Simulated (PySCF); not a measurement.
**BH2Cl (SMILES BCl): B3LYP/STO-3G**

What is the energy change on altering one bond length of BH2Cl at B3LYP/STO-3G? 

The results are computed with PySCF 2.14.0.

10 further runs of the same task are left out: 10 set aside as unsound or not needed.

### Step 1. The structure to begin with

The species is BH2Cl (4 atoms), meant as a singlet with charge 0. SMILES: `BCl`. The coordinates come from a PBE0-D4/def2-TZVP relaxation.

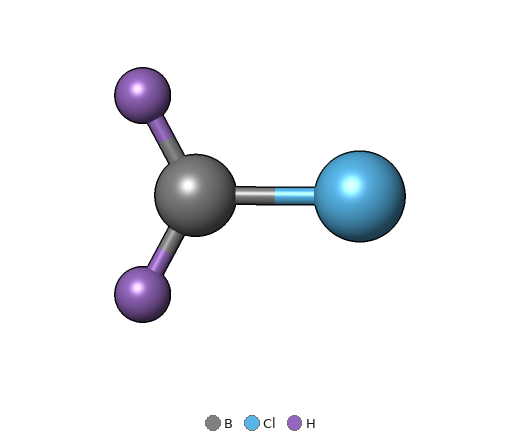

The structure, seen from a chosen angle (boron grey, chlorine blue, hydrogen purple).

### Step 2. A single-point energy at B3LYP/STO-3G

The input, input.xyz:

```xyz
4

B     -0.116700     0.021700    -0.075300
Cl     1.365000    -0.395300     0.721200
H     -1.106200    -0.559500     0.240400
H     -0.086600     0.872800    -0.906600
```

The input, run.py:

```python
from pyscf import gto, dft

mol = gto.M(
    atom='input.xyz',
    charge=0,
    basis='sto-3g',
    verbose=3,
    max_memory=1860,
)

mf = dft.RKS(mol)
mf.xc = 'b3lyp'
mf.conv_tol = 1e-10
mf.grids.level = 5
mf.kernel()
if not mf.converged:
    mf = mf.newton().run(mf.mo_coeff, mf.mo_occ)

etot = mf.e_tot
print(f'total energy: {etot:.8f} hartree')
```

The run is started by

```console
$ OMP_NUM_THREADS=1 python run.py
```

Output:

```text
converged SCF energy = -480.938223207764
total energy: -480.93822321 hartree
```

It took 2 s on 1 thread of Arm Neoverse V1, shared host; peak memory 0.18 GiB.

### Step 3. The distorted shape, same level

The input, start.xyz:

```xyz
4
BClH2
B     -0.857556     0.230202    -0.473553
Cl     1.365000    -0.395300     0.721200
H     -1.847056    -0.350998    -0.157853
H     -0.827456     1.081302    -1.304853
```

The input, calc.py:

```python
from pyscf import gto, dft

mol = gto.M(
    atom='start.xyz',
    basis='sto-3g',
    charge=0,
    max_memory=1860,
    verbose=3,
)

mf = dft.RKS(mol)
mf.xc = 'b3lyp'
mf.conv_tol = 1e-10
mf.grids.level = 5
mf.kernel()
if not mf.converged:
    mf = mf.newton().run(mf.mo_coeff, mf.mo_occ)

e_final = mf.e_tot
print('E(%s) = %.9f' % ('B3LYP', e_final))
```

The run is started by

```console
$ OMP_NUM_THREADS=1 python calc.py
```

Output:

```text
converged SCF energy = -480.810774235265
E(B3LYP) = -480.810774235
```

It took 2.4 s on 1 thread of Arm Neoverse V1, shared host; peak memory 0.18 GiB.

### Step 4. Outcome

At B3LYP/STO-3G:

| quantity | value |
| --- | --- |
| first shape: total energy | -480.93822 Eh |
| first shape: dipole moment | 0.92 D |
| first shape: HOMO energy | -6.92 eV |
| first shape: LUMO energy | 0.35 eV |
| first shape: HOMO–LUMO gap | 7.26 eV |
| distorted shape: total energy | -480.81077 Eh |
| distorted shape: dipole moment | 3.67 D |
| distorted shape: HOMO energy | -5.29 eV |
| distorted shape: LUMO energy | -1.18 eV |
| distorted shape: HOMO–LUMO gap | 4.11 eV |
| energy change with the B1–Cl2 bond stretched from 1.733 to 2.600 Å | 3.468 eV |

With the B1–Cl2 bond stretched from 1.733 to 2.600 Å the energy rises by 3.47 eV (335 kJ/mol). The first shape isn't relaxed at this level, so the change isn't measured from a minimum. The minimal basis adds a large error of its own. Mulliken charges (first shape) run from -0.15 on Cl2 to +0.19 on B1.
